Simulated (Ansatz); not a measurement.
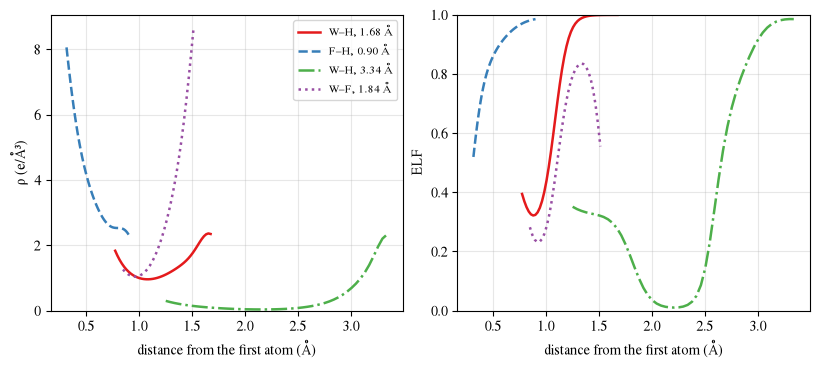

*F2H2W···HF. Electron density and ELF along straight lines between neighbouring atoms. The curves leave out the atomic cores.*

Core potentials replace the inner electrons of W.

Computed with Ansatz 0.2.0, RHF/def2-SVP.

Input

```
crystal:
  periodic: [false, false, false]
  atoms:
    - { symbol: W, position_ang: [-0.728203, 0.340266, -0.215797] }
    - { symbol: H, position_ang: [1.728459, -0.719064, 0.963238] }
    - { symbol: F, position_ang: [2.069749, 0.122727, 0.988634] }
    - { symbol: F, position_ang: [-0.008807, 1.974134, 0.22021] }
    - { symbol: F, position_ang: [-2.26344, -0.43383, -0.858827] }
    - { symbol: H, position_ang: [-0.389731, -0.730503, 1.03156] }
    - { symbol: H, position_ang: [0.401473, -0.42373, -1.189419] }
basis:
  gaussian: { orbitals: def2-SVP }
hamiltonian:
  xc: hf
relax:
  f_tol: 0.03
  max_steps: 50
output:
  orbitals: {}
```

Command:

```sh
ansatz run input.yaml --threads 2 --pin off --max-ram 3072MiB --backend cpu --events-out ev --progress --plain --runs-dir out
```

The fields are those of the run's last geometry, not of the input's.

What can be read from the curves?

Answer. W–H (1.68 Å): ρ at the midpoint is about 1.4 e/Å³; the ELF climbs to about 1 towards the hydrogen.
F–H (0.90 Å): ρ at the midpoint is about 4.9 e/Å³; the ELF climbs to about 1 towards the hydrogen: an ordinary covalent bond to hydrogen.
W1···H2 (3.34 Å): the density falls to about 0.04 e/Å³ on the way; the ELF dips to about 0 between them (a non-bonded, intermolecular contact).
W–F (1.84 Å): ρ is about 1.1 e/Å³ halfway; the ELF peaks at about 0.85 in the valence shell of F, 0.5 Å from its nucleus, and drops to about 0.25 between the two atoms.
